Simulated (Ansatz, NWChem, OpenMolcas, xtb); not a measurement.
# How methods differ on C2H2F2 (vinylidene fluoride)

C2H2F2 has 6 atoms, charge 0, and is taken as a singlet. As SMILES, `C=C(F)F`. Geometry: relaxed at PBE0-D4/def2-TZVP.

```xyz
6

C    -0.1159    0.4710   -0.5444
C     0.1050   -0.3946    0.4201
F    -0.4549   -0.3636    1.6076
F     0.9192   -1.4221    0.3430
H     0.3942    0.3606   -1.4884
H    -0.8056    1.2848   -0.3842
```

Each level gives the energy change with the C2–F3 bond stretched from 1.313 to 1.707 Å (eV). The values are calculated.

```json
{"level": "GFN-FF", "kind": "force field", "program": "xtb", "value (eV)": "1.20", "less CCSD(T)/aug-cc-pVDZ": "-0.14"}
{"level": "revPBE/aug-cc-pVDZ (restricted)", "kind": "GGA", "program": "Ansatz", "value (eV)": "1.14", "less CCSD(T)/aug-cc-pVDZ": "-0.20"}
{"level": "M06-L/aug-cc-pVDZ (restricted)", "kind": "meta-GGA", "program": "OpenMolcas", "value (eV)": "1.43", "less CCSD(T)/aug-cc-pVDZ": "+0.09"}
{"level": "TPSS/aug-cc-pVDZ (restricted)", "kind": "meta-GGA", "program": "OpenMolcas", "value (eV)": "1.24", "less CCSD(T)/aug-cc-pVDZ": "-0.10"}
{"level": "BHLYP/aug-cc-pVDZ (restricted)", "kind": "global hybrid", "program": "Ansatz", "value (eV)": "1.74", "less CCSD(T)/aug-cc-pVDZ": "+0.40"}
{"level": "HSE06/aug-cc-pVDZ (restricted)", "kind": "range-separated hybrid", "program": "Ansatz", "value (eV)": "1.56", "less CCSD(T)/aug-cc-pVDZ": "+0.22"}
{"level": "PBE-QIDH/aug-cc-pVDZ (restricted)", "kind": "double hybrid", "program": "Ansatz", "value (eV)": "1.66", "less CCSD(T)/aug-cc-pVDZ": "+0.32"}
{"level": "RPA@PBE0/aug-cc-pVDZ (restricted)", "kind": "RPA", "program": "Ansatz", "value (eV)": "1.31", "less CCSD(T)/aug-cc-pVDZ": "-0.03"}
{"level": "MP2/aug-cc-pVDZ (restricted)", "kind": "perturbation theory", "program": "Ansatz", "value (eV)": "1.39", "less CCSD(T)/aug-cc-pVDZ": "+0.05"}
{"level": "CCSD(T)/aug-cc-pVDZ (restricted)", "kind": "coupled cluster or CI", "program": "NWChem", "value (eV)": "1.34", "less CCSD(T)/aug-cc-pVDZ": "0.00"}
```

Differences are taken from CCSD(T)/aug-cc-pVDZ (restricted) for orientation; it has basis-set and higher-order errors of its own. The first shape isn't each level's own minimum. The values span 1.14 to 1.74 eV.

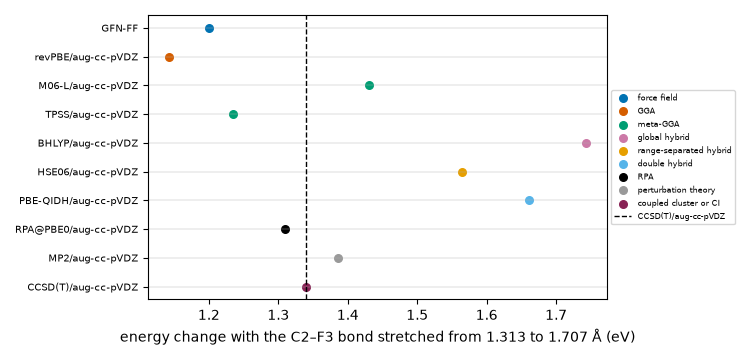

The values of the table, level by level.
